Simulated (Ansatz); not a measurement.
# Calculations on CH4S2Si

### Relaxation

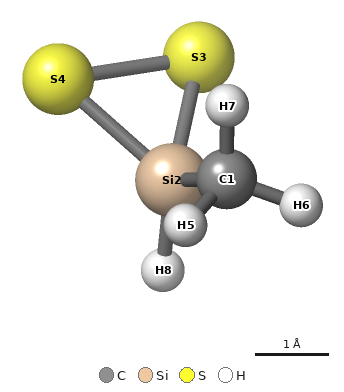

This is the input geometry for a relaxation of CH$_{4}$S$_{2}$Si. Style: ball-and-stick. Shown from a free direction.

The run prepares an end point of a later path (torsion) calculation, from a guessed geometry.

Computed with RKS LDA/def2-SVP in Ansatz.

The input:
```yaml
crystal:
  periodic: [false, false, false]
  atoms:
    - { symbol: C, position_ang: [-0.57514, 0.93996, -0.3668] }
    - { symbol: Si, position_ang: [0.0386, -0.65404, 0.42844] }
    - { symbol: S, position_ang: [2.11599, -0.78457, 0.90655] }
    - { symbol: S, position_ang: [1.32981, -1.90488, -0.72537] }
    - { symbol: H, position_ang: [-1.4782, 0.76051, -0.9426] }
    - { symbol: H, position_ang: [-0.80605, 1.68352, 0.39026] }
    - { symbol: H, position_ang: [0.17529, 1.35764, -1.03478] }
    - { symbol: H, position_ang: [-0.80031, -1.39813, 1.3443] }
basis:
  gaussian: { orbitals: def2-SVP }
hamiltonian:
  xc: lda
relax:
  f_tol: 0.015
  max_steps: 40
```

Launched with:
```bash
ansatz run input.yaml --threads 1 --pin off --max-ram 2048MiB --backend cpu --events-out ev --progress --plain --runs-dir out
```

### What does the optimiser find from here?

H8 moves most after the best rigid fit: 0.099 Å. By element the largest moves are H 0.099 Å, Si 0.048 Å, S 0.043 Å, C 0.031 Å. Among the contacts that change: S3–S4 2.130 → 2.192 Å, Si2–H8 1.448 → 1.499 Å, C1–Si2 1.884 → 1.848 Å, C1–H5 1.086 → 1.111 Å. Among the angles between lasting bonds that change: C1–Si2–H8 120.9° → 114.9°, S3–Si2–H8 113.0° → 116.3°, S3–Si2–S4 59.8° → 62.4°. Over 4 geometry steps the energy falls by 11.2 kJ/mol. Largest force component: 1.1 eV/Å at the start, 0.005 eV/Å at the end. Cost: 12 s on 1 thread of Intel(R) Xeon(R) Processor @ 2.70GHz (shared host), peak memory 0.13 GiB.

Final geometry:

```xyz
8

C    -0.5650    0.9138   -0.3536
Si    0.0788   -0.6439    0.4042
S     2.1315   -0.7481    0.9107
S     1.3160   -1.9014   -0.7657
H    -1.4881    0.7137   -0.9392
H    -0.8111    1.6603    0.4321
H     0.2094    1.3357   -1.0270
H    -0.8715   -1.3302    1.3385
```

The end point in the same view:

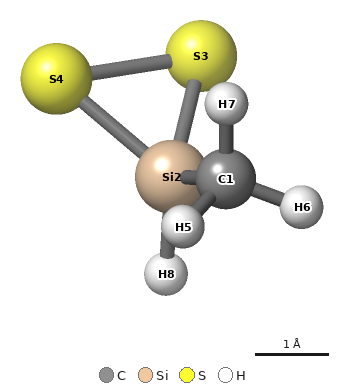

### Relaxation

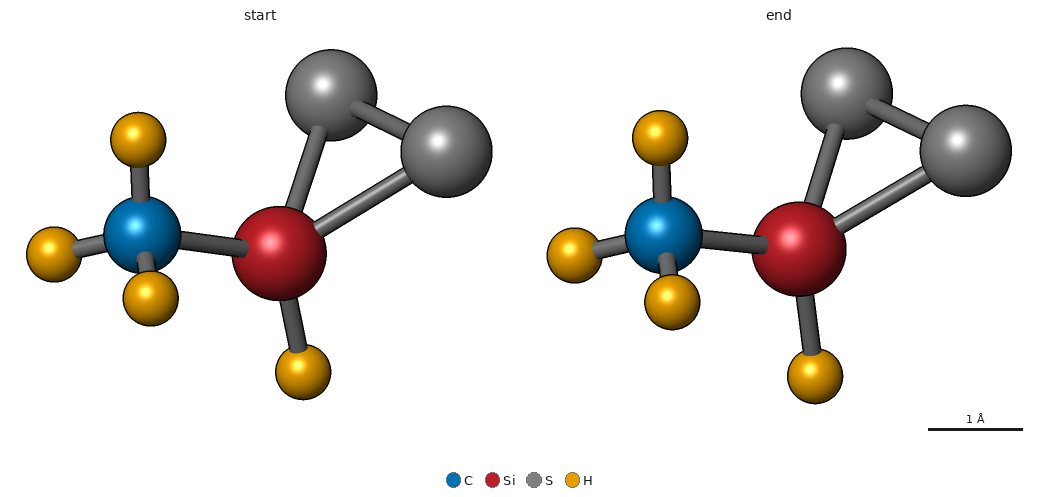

The structure of CH₄S₂Si before (left) and after (right) a relaxation, at one scale.

The picture is a ball-and-stick view, seen from a free direction.

The run prepares an end point of a later path (torsion) calculation, from a guessed geometry.

Method: RKS LDA/def2-SVP (Ansatz). Settings: no spin polarisation; force threshold 0.015 eV/Å; at most 40 steps.

Q: What changed between the two?

A: The atom that moves furthest after the best rigid fit is an H atom (0.10 Å). Largest moves by element: H 0.10 Å, Si 0.05 Å, S 0.04 Å, C 0.03 Å. Near-neighbour distances that change, for instance: S–S 2.130 → 2.192 Å, H–Si 1.448 → 1.499 Å, C–Si 1.884 → 1.848 Å, C–H 1.088 → 1.111 Å. Among the angles between lasting bonds that change: C–Si–H 120.9° → 114.9°, S–Si–H 113.0° → 116.3°, S–Si–S 59.8° → 62.4°. After 5 geometry steps the energy has fallen by 0.116 eV. Largest force component: 1.2 eV/Å at the start, 0.0013 eV/Å at the end.

### Path

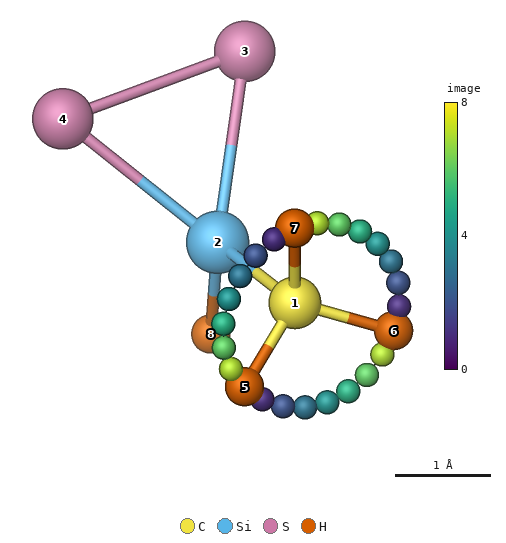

NEB run on CH4S2Si. Images are numbered from 0 (start) to 8 (end). The start is drawn whole; smaller spheres mark the moving atoms (H) in the later images, joined by lines and coloured by the number of the image. Style: ball-and-stick. Shown from a free direction.

Level of theory: RKS LDA/def2-SVP in Ansatz 0.2.0. Run with 7 movable images; climbing image; force threshold 0.05 eV/Å; iteration limit 60; starting path through a guess of the saddle point.

> Describe the path and its energy.

The motion is a rotation about the C1–Si2 bond by about 120°. No bond forms or breaks between the ends. The two ends have the same energy, and the highest point, image 4, lies 1.32 kcal/mol above the start. The band converged in 4 iterations. The largest component of the band force went from 4.7 to 0.021 eV/Å. The climbing image converged on the top of the path. Its vibrational analysis gives one imaginary mode (147i cm⁻¹), as a transition state must have.

The run took 76 s on 1 thread of Intel(R) Xeon(R) Processor @ 2.70GHz, with other jobs on the host, peak memory 0.13 GiB.
